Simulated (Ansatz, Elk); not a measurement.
**Bonding as seen by X-rays: Mg3NbBi**

The structure of Mg3NbBi used here is made up (a known structure type with other elements) and was relaxed beforehand with PBE. The aim is the Fourier transform of its all-electron density, F(hkl), set beside the sum over free spherical atoms that refinements use.

Program: Elk 11.2.3 (patched build). Level of theory: DFT, PBE, all-electron APW+lo, Dirac cores, scalar-relativistic bands, static density, no spin. Results are calculated unless marked as measured.

The structure was built from a prototype and need not be the compound's stable phase.

## 1. The starting structure

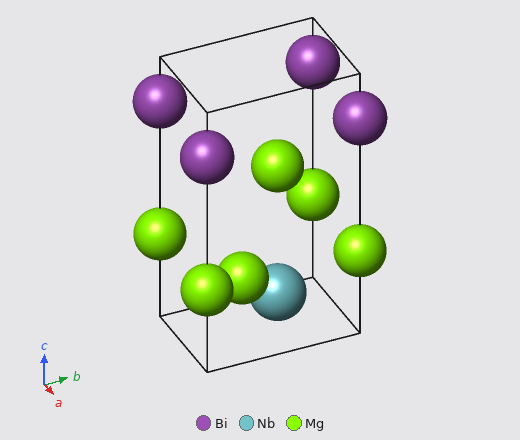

The cell as given, slightly off an axis (bismuth purple, niobium teal, magnesium green). Some periodic images of atoms are drawn too.

## 2. Ground state and structure factors

An all-electron density is needed, since X-rays see the cores too. Task 0 finds the density and task 195 Fourier-transforms it; tshift is off so that phases refer to the origin typed.

Contents of elk.in:

```
tasks
  0
  195

xctype
  20

spinpol
  .false.

rgkmax
  7.0

gmaxvr
  14.0

lmaxo
  7

lmaxapw
  8

swidth
  0.002

tshift
  .false.

ramdisk
  .false.

hmaxvr
  5.5

maxscl
  120

epspot
  1e-06

sppath
  './'

avec
  8.97063707250 0.00000000000 -0.00000000000
  -4.48531853625 7.76879959291 0.00000000000
  -0.00000000000 -0.00000000000 11.57904238484

atoms
  3
  'Bi.in'
  1
  0.0000000000 -0.0000000000 0.8285113874   0.000000 0.000000 0.000000
  'Nb.in'
  1
  0.3333333333 0.6666666667 0.0647732729   0.000000 0.000000 0.000000
  'Mg.in'
  3
  0.3333333333 0.6666666667 0.5511889836   0.000000 0.000000 0.000000
  -0.0000000000 -0.0000000000 0.3179668695   0.000000 0.000000 0.000000
  0.6666666667 0.3333333333 0.2415594867   0.000000 0.000000 0.000000

ngridk
  6 6 4
```

Run with:

```console
$ OMP_NUM_THREADS=4 elk
```

Numbers of over 12 decimals in the logs are rounded to 6 here.

Log:

```text
┌─────────────────────────┐
│ Elk code version 11.2.3 │
└─────────────────────────┘

All units are atomic (Hartree, Bohr, etc.)

┌─────────────────────────────────────────────────┐
│ Ground-state run starting from atomic densities │
└─────────────────────────────────────────────────┘

Lattice vectors :
   8.970637073       0.000000000      -0.000000000
  -4.485318536       7.768799593       0.000000000
  -0.000000000      -0.000000000       11.57904238

Reciprocal lattice vectors :
  0.7004168440      0.4043858534       0.000000000
   0.000000000      0.8087717069       0.000000000
   0.000000000       0.000000000      0.5426342782

Unit cell volume      :    806.9559881
Brillouin zone volume :   0.3073900152

Muffin-tin inner radius fraction :   0.1000000000E-01

Nuclei treated as point charges

Species : 1 (Bi)
 parameters loaded from : Bi.in
 name : bismuth
 nuclear charge    :   -83.00000000
 electronic charge :    83.00000000
 atomic mass :    380947.9285
 muffin-tin radius :    2.800000000
 number of radial points in muffin-tin :   1393
 inner part over the whole radius :   0.9976520004E-02
 number on inner part of muffin-tin    :   1001
 approximate nuclear radius :   0.1052171418E-03
 number of mesh points to nuclear radius :    526
 atomic positions (lattice), magnetic fields (Cartesian) :
  1 :   0.00000000  0.00000000  0.82851139    0.00000000  0.00000000  0.00000000

Species : 2 (Nb)
 parameters loaded from : Nb.in
 name : niobium
 nuclear charge    :   -41.00000000
 electronic charge :    41.00000000
 atomic mass :    169357.9704
 muffin-tin radius :    2.600000000
 number of radial points in muffin-tin :   1193
 inner part over the whole radius :   0.9932322271E-02
 number on inner part of muffin-tin    :    848
 approximate nuclear radius :   0.8268951942E-04
 number of mesh points to nuclear radius :    418
 atomic positions (lattice), magnetic fields (Cartesian) :
  1 :   0.33333333  0.66666667  0.06477327    0.00000000  0.00000000  0.00000000

Species : 3 (Mg)
 parameters loaded from : Mg.in
 name : magnesium
 nuclear charge    :   -12.00000000
 electronic charge :    12.00000000
 atomic mass :    44305.30466
 muffin-tin radius :    2.200000000
 number of radial points in muffin-tin :    793
 inner part over the whole radius :   0.9941530515E-02
 number on inner part of muffin-tin    :    552
 approximate nuclear radius :   0.5710277704E-04
 number of mesh points to nuclear radius :    241
 atomic positions (lattice), magnetic fields (Cartesian) :
  1 :   0.33333333  0.66666667  0.55118898    0.00000000  0.00000000  0.00000000
  2 :   0.00000000  0.00000000  0.31796687    0.00000000  0.00000000  0.00000000
  3 :   0.66666667  0.33333333  0.24155949    0.00000000  0.00000000  0.00000000

Total number of atoms per unit cell :    5
Total muffin-tin volume :    299.3812135
 ratio of muffin-tin to unit cell volume :   0.3710006716

Spin treatment :
 spin-unpolarised

Number of Bravais lattice symmetries :   24
Number of crystal symmetries         :    6
Crystal has no inversion symmetry
Complex Hermitian eigensolver will be used

k-point grid :      6     6     4
k-point offset :    0.000000000       0.000000000       0.000000000
k-point set is reduced with full crystal symmetry group
Total number of k-points :       40

Muffin-tin radius times maximum |G+k| :    7.000000000
 using average radius
Maximum |G+k| for APW functions       :    2.916666667
Maximum (1/2)|G+k|²                   :    4.253472222
Maximum |G| for potential and density :    14.00000000
Constant for pseudocharge density :   10
 order of it for each species :   17  17  17
 order of it for pair densities of each species (exact exchange by exxq0 0: 18) :   13  11   7
Radial integration step length :    1

G-vector grid sizes :     40    40    54
Number of G-vectors :    37347

Maximum angular momentum used for
 APW functions            :    8
 outer part of muffin-tin :    7
 inner part of muffin-tin :    2

Total nuclear charge    :   -160.0000000
[...]
correlation                 :     -8.589794
 electron entropic           :    -0.56608775251443E-03
 total energy                :     -26004.301579877

Density of states at Fermi energy :    38.36368147
 (states/Hartree/unit cell)

Estimated indirect band gap :   0.3938508735E-02
 from k-point 40 to k-point 4
Estimated direct band gap   :   0.1221544301E-01
 at k-point 30

Charges :
 core                        :    102.0000000
 valence                     :    58.00000000
 interstitial                :    8.337884759
 muffin-tins (core leakage)
  species : 1 (Bi)
   atom 1                    :    81.34910972     (  0.7075827155E-03)
  species : 2 (Nb)
[...]
species : 3 (Mg)
[...]
total in muffin-tins        :    151.6621152
 total calculated charge     :    159.9993288
 total charge                :    160.0000000
 error                       :   0.6711558592E-03

RMS change in Kohn-Sham potential (target) :   0.5465851312     (  0.1000000000E-05)
Absolute change in total energy (target)   :   0.5836311183     (  0.1000000000E-03)

[... loops 3 to 14 left out ...]

┌──────────────────┐
│ Loop number : 15 │
└──────────────────┘

Energies :
 Fermi                       :     0.194055
 sum of occupied eigenvalues :     -15965.912825198
 electron kinetic            :      29802.108812938
 core electron kinetic       :      29375.750877261
 Coulomb                     :     -55237.915709295
 Coulomb potential           :     -45027.238368008
 nuclear-nuclear             :     -1793.5082268806
 electron-nuclear            :     -61889.612225670
 Hartree                     :      8445.2047432550
 Madelung                    :     -32724.296525291
 xc potential                :     -740.78327012762
 exchange                    :     -558.59023841781
 correlation                 :     -8.592645
 electron entropic           :    -0.91651396438419E-03
 total energy                :     -26002.990696351

Density of states at Fermi energy :    63.88551996
 (states/Hartree/unit cell)

Estimated indirect band gap :   0.2509823280E-02
 from k-point 27 to k-point 30
Estimated direct band gap   :   0.7073271684E-02
 at k-point 30

Charges :
 core                        :    102.0000000
 valence                     :    58.00000000
 interstitial                :    8.010452099
 muffin-tins (core leakage)
  species : 1 (Bi)
[...]
species : 2 (Nb)
[...]
species : 3 (Mg)
[...]
total in muffin-tins        :    151.9895479
 total calculated charge     :    159.9993517
 total charge                :    160.0000000
 error                       :   0.6483388338E-03

RMS change in Kohn-Sham potential (target) :   0.8828292680E-06 (  0.1000000000E-05)
Absolute change in total energy (target)   :   0.5941276686E-04 (  0.1000000000E-03)

Convergence targets achieved

┌──────────────────┐
│ Loop number : 16 │
└──────────────────┘

Energies :
 Fermi                       :     0.194055
 sum of occupied eigenvalues :     -15965.912773809
 electron kinetic            :      29802.108868416
 core electron kinetic       :      29375.750911425
 Coulomb                     :     -55237.915718558
 Coulomb potential           :     -45027.238361886
 nuclear-nuclear             :     -1793.5082268806
 electron-nuclear            :     -61889.612249534
 Hartree                     :      8445.2047578562
 Madelung                    :     -32724.296537615
 xc potential                :     -740.78328033876
 exchange                    :     -558.59023924185
 correlation                 :     -8.592645
 electron entropic           :    -0.91651815075403E-03
 total energy                :     -26002.990650966

Density of states at Fermi energy :    63.88587434
 (states/Hartree/unit cell)

Estimated indirect band gap :   0.2509815028E-02
 from k-point 27 to k-point 30
Estimated direct band gap   :   0.7073296271E-02
 at k-point 30

Charges :
 core                        :    102.0000000
 valence                     :    58.00000000
 interstitial                :    8.010450543
 muffin-tins (core leakage)
  species : 1 (Bi)
[...]
species : 2 (Nb)
[...]
species : 3 (Mg)
   atom 1                    :    10.47358780     ( -0.9828258873E-07)
   atom 2                    :    10.56331970     ( -0.9828258873E-07)
   atom 3                    :    10.56088927     ( -0.9828258829E-07)
 total in muffin-tins        :    151.9895495
 total calculated charge     :    159.9993517
 total charge                :    160.0000000
 error                       :   0.6483384688E-03

┌──────────────────────────────┐
│ Self-consistent loop stopped │
└──────────────────────────────┘

Warning : core states of species 1 leak from the muffin-tin :   0.6816961046E-03

Wrote STATE.OUT
```

Wall time 63 s (4 threads of Arm Neoverse V1, shared host); peak memory 0.21 GiB.

SFACRHO.OUT:

```text

h k l indices transformed by vhmat matrix:
   1.000000000       0.000000000       0.000000000    
   0.000000000       1.000000000       0.000000000    
   0.000000000       0.000000000       1.000000000    

      h      k      l  multipl.   |H|            Re(F)            Im(F)           |F|

      0      0      0      1   0.0000000       160.00000      0.40532461E-16   160.00000    
      0      0     -1      1  0.54263428       58.992080       37.433186       69.866365    
      0      0      1      1  0.54263428       58.992080      -37.433186       69.866365    
     -1      1      0      3  0.80877171       58.552192       31.627743       66.548278    
      0      1      0      3  0.80877171       58.552192      -31.627743       66.548278    
      0     -1      1      3  0.97394232       18.485474      -47.781864       51.232990    
      1     -1      1      3  0.97394232       20.744259      -86.688104       89.135580    
      1     -1     -1      3  0.97394232       18.485474       47.781864       51.232990    
     -1      1     -1      3  0.97394232       20.744259       86.688104       89.135580    
      0      0      2      1   1.0852686      -25.347713      -37.024564       44.870089    
      0      0     -2      1   1.0852686      -25.347713       37.024564       44.870089    
      0      1      2      3   1.3534842      -30.578447      -111.64552       115.75734    
      1      0     -2      3   1.3534842      -30.578447       111.64552       115.75734    
     -1      1      2      3   1.3534842      -77.928116      -46.953296       90.980235    
      0      1     -2      3   1.3534842      -77.928116       46.953295       90.980235    
      1      1      0      6   1.4008337       126.35462     -0.66320669E-13   126.35462    
      1     -2     -1      6   1.5022606       49.637245       34.533703       60.468444    
      1     -2      1      6   1.5022606       49.637245      -34.533703       60.468444
```

Elk indexes on the primitive cell of elk.in and gives |H| = 4π sin θ/λ in inverse bohr. Below, one row stands for each form hkl of the conventional cell (m members, Friedel mates merged), F is for one primitive cell and the density is static (no thermal factor). Free-atom factors are Waasmaier and Kirfel's, and R is Σm||F|−|F'||/Σm|F|.

| hkl | m | sin θ/λ (Å⁻¹) | abs F, DFT | neutral atoms | diff. | abs of complex diff. |
| --- | --- | --- | --- | --- | --- | --- |
| 001 | 2 | 0.082 | 69.866 | 69.997 | -0.131 | 0.262 |
| 100 | 6 | 0.122 | 66.548 | 66.467 | +0.081 | 0.089 |
| 101 | 6 | 0.146 | 51.233 | 51.097 | +0.136 | 0.136 |
| 011 | 6 | 0.146 | 89.136 | 89.296 | -0.160 | 0.178 |
| 002 | 2 | 0.163 | 44.870 | 44.316 | +0.555 | 0.606 |
| 012 | 6 | 0.203 | 115.757 | 116.293 | -0.536 | 0.578 |
| 102 | 6 | 0.203 | 90.980 | 91.410 | -0.430 | 0.471 |
| 110 | 6 | 0.211 | 126.355 | 126.884 | -0.529 | 0.529 |
| 111 | 12 | 0.226 | 60.468 | 60.467 | +0.002 | 0.231 |
| 200 | 6 | 0.243 | 57.695 | 57.879 | -0.184 | 0.207 |
| 003 | 2 | 0.245 | 56.705 | 56.827 | -0.123 | 0.196 |
| 021 | 6 | 0.257 | 45.671 | 45.731 | -0.060 | 0.112 |
| 201 | 6 | 0.257 | 77.995 | 78.096 | -0.102 | 0.102 |
| 112 | 12 | 0.267 | 40.175 | 40.213 | -0.038 | 0.042 |
| 013 | 6 | 0.273 | 35.315 | 35.294 | +0.021 | 0.047 |
| 103 | 6 | 0.273 | 83.356 | 83.447 | -0.090 | 0.097 |
| 022 | 6 | 0.293 | 81.506 | 81.472 | +0.034 | 0.088 |
| 202 | 6 | 0.293 | 103.193 | 103.177 | +0.016 | 0.023 |
| 210 | 12 | 0.322 | 52.846 | 52.816 | +0.031 | 0.084 |
| 113 | 12 | 0.323 | 52.084 | 52.099 | -0.015 | 0.079 |
| 004 | 2 | 0.326 | 96.195 | 96.223 | -0.028 | 0.036 |
| 211 | 12 | 0.332 | 42.152 | 42.227 | -0.075 | 0.080 |

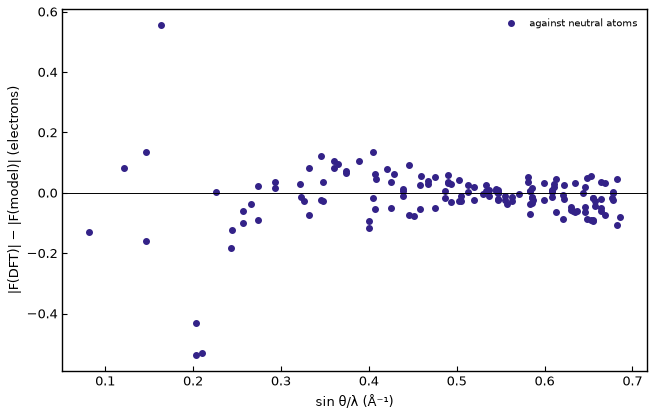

Difference between the calculated structure factors and the independent-atom ones.

## 3. The highest occupied states alone

An energy window below the Fermi level keeps the highest occupied states, to see at which angles they scatter; shallow core shells can lie inside it and anion s states outside. No new self-consistency is needed.

Changes to elk.in since step 2:

```diff
@@ -1,3 +1,2 @@
 tasks
-  0
   195
@@ -40,2 +39,5 @@
 
+wsfac
+  -0.246940 0.494060
+
 sppath
```

Run with:

```console
$ OMP_NUM_THREADS=4 elk
```

Log:

```text
┌─────────────────────────────────┐
│ Elk code version 11.2.3 started │
└─────────────────────────────────┘

Info(readinput): the functional depends on the density's gradient
 muffin-tin radial points multiplied by    2.00000
 (not where nrmtscf is given)

┌────────────────────┐
│ Current task : 195 │
└────────────────────┘

Info(sfacrho): density structure factors written to SFACRHO.OUT

 Energy window :  -0.2469400000      0.4940600000

┌──────────────────┐
│ Elk code stopped │
└──────────────────┘
```

Elapsed: 18 s, on 4 threads; peak memory 0.16 GiB; 22 s of CPU time.

States within 12 eV below the Fermi level hold 16.00 electrons; any levels below the window count with the cores. Their amplitudes can exceed the total, where window and core parts have opposite phase:

| hkl | sin θ/λ (Å⁻¹) | abs F, window | abs F, all |
| --- | --- | --- | --- |
| 001 | 0.082 | 3.382 | 69.866 |
| 100 | 0.122 | 2.317 | 66.548 |
| 101 | 0.146 | 0.536 | 51.233 |
| 011 | 0.146 | 2.408 | 89.136 |
| 002 | 0.163 | 0.263 | 44.870 |
| 012 | 0.203 | 0.590 | 115.757 |
| 102 | 0.203 | 0.592 | 90.980 |
| 110 | 0.211 | 0.534 | 126.355 |
| 111 | 0.226 | 0.547 | 60.468 |
| 200 | 0.243 | 0.460 | 57.695 |

## 4. Another functional

The difference from free atoms is small, so it is set against the change that LDA (Perdew-Wang) makes.

Changes to elk.in since step 3:

```diff
@@ -1,2 +1,3 @@
 tasks
+  0
   195
@@ -4,3 +5,3 @@
 xctype
-  20
+  3
 
@@ -39,5 +40,2 @@
 
-wsfac
-  -0.246940 0.494060
-
 sppath
```

Run with:

```console
$ OMP_NUM_THREADS=4 elk
```

Log:

```text
┌─────────────────────────┐
│ Elk code version 11.2.3 │
└─────────────────────────┘

All units are atomic (Hartree, Bohr, etc.)

┌─────────────────────────────────────────────────┐
│ Ground-state run starting from atomic densities │
└─────────────────────────────────────────────────┘

Lattice vectors :
   8.970637073       0.000000000      -0.000000000
  -4.485318536       7.768799593       0.000000000
  -0.000000000      -0.000000000       11.57904238

Reciprocal lattice vectors :
  0.7004168440      0.4043858534       0.000000000
[...]
species : 1 (Bi)
[...]
species : 2 (Nb)
[...]
species : 3 (Mg)
[...]
atom 2                    :    10.57477116     ( -0.1573064653E-05)
   atom 3                    :    10.57243005     ( -0.1573064648E-05)
 total in muffin-tins        :    152.0599901
 total calculated charge     :    159.9993593
 total charge                :    160.0000000
 error                       :   0.6407341740E-03

┌──────────────────────────────┐
│ Self-consistent loop stopped │
└──────────────────────────────┘

Warning : core states of species 1 leak from the muffin-tin :   0.6822152076E-03

Wrote STATE.OUT
[key lines of the parts left out:]
total energy                :     -25985.010710620
```

Run time: 44 s. Hardware: 4 threads; peak memory 0.17 GiB.

Against the first run R = 0.02 %; the largest change is -0.058 at 300.

## 5. Basis size

A smaller basis shows how fast F responds to it; the change is likely larger than the basis error of the first run, but doesn't show convergence.

Changes to elk.in since step 4:

```diff
@@ -5,3 +5,3 @@
 xctype
-  3
+  20
 
@@ -11,3 +11,3 @@
 rgkmax
-  7.0
+  5.5
```

Run with:

```console
$ OMP_NUM_THREADS=4 elk
```

Log:

```text
┌─────────────────────────┐
│ Elk code version 11.2.3 │
└─────────────────────────┘

All units are atomic (Hartree, Bohr, etc.)

┌─────────────────────────────────────────────────┐
│ Ground-state run starting from atomic densities │
└─────────────────────────────────────────────────┘

Lattice vectors :
   8.970637073       0.000000000      -0.000000000
  -4.485318536       7.768799593       0.000000000
  -0.000000000      -0.000000000       11.57904238

Reciprocal lattice vectors :
  0.7004168440      0.4043858534       0.000000000
[...]
species : 1 (Bi)
[...]
species : 2 (Nb)
[...]
species : 3 (Mg)
[...]
atom 2                    :    10.55982790     ( -0.9828258785E-07)
   atom 3                    :    10.55771674     ( -0.9828258918E-07)
 total in muffin-tins        :    151.9071502
 total calculated charge     :    159.9991935
 total charge                :    160.0000000
 error                       :   0.8064773426E-03

┌──────────────────────────────┐
│ Self-consistent loop stopped │
└──────────────────────────────┘

Warning : core states of species 1 leak from the muffin-tin :   0.6836010643E-03

Wrote STATE.OUT
[key lines of the parts left out:]
total energy                :     -26002.921071249
```

Elapsed: 48 s, on 4 threads; peak memory 0.2 GiB; 2.2 min of CPU time.

Against the first run R = 0.01 %; the largest change is +0.044 at 300.

## 6. Settings against the effect

| run | R against the first run (%) | R against neutral atoms, low angle (%) | wall time |
| --- | --- | --- | --- |
| PBE, rgkmax 7 | 0.00 | 0.21 | 63 s |
| LDA (Perdew-Wang) | 0.02 | 0.21 | 44 s |
| rgkmax 5.5 | 0.01 | 0.22 | 48 s |

## 7. Summary of results

| Item | Value |
| --- | --- |
| R against neutral atoms, sin θ/λ < 0.3 Å⁻¹ | 0.21 % |
| R against neutral atoms, 0.3 to 0.69 Å⁻¹ | 0.08 % |

In words: Independent neutral atoms miss the calculated amplitudes by R = 0.21 % below 0.3 Å⁻¹ and 0.08 % from there to 0.69 Å⁻¹; by shells, 0.18 % below 0.15 Å⁻¹ (4 forms), 0.22 % 0.15 to 0.3 (14 forms), 0.11 % 0.3 to 0.45 (31 forms), 0.07 % above 0.45 (100 forms). Bonding, aspherical density and the tables' own atoms all enter these figures, and the runs don't part them. The largest change of an amplitude is +0.55 electrons, at 002. R counts amplitudes alone; phases shift too. The window's part falls from 16.0 electrons at the origin to at most 0.19 between 0.45 and 0.69 Å⁻¹. Below 0.3 Å⁻¹ the changes that finished (LDA (Perdew-Wang) and rgkmax 5.5) move F by R = 0.01 % at most, against the 0.21 % that separates it from free atoms. The k-mesh has no finished test. These runs have no spin, though d or f shells may be open. Spin-orbit coupling is left out, which can matter for elements this heavy. Part of the difference isn't bonding: the tables are fits to free atoms and ions calculated by other methods than this functional. Thermal motion, anomalous dispersion and extinction are left out.

[Logs are printed without paths, hosts, clocks, repeated set-up lines and the standing remarks that a program may print on its own settings, such as how far it seeks lower states.]

[Hosts, paths, dates, database ids (printed as entryN), source tags and the programs' standing remarks are cut or masked in the printed files.]
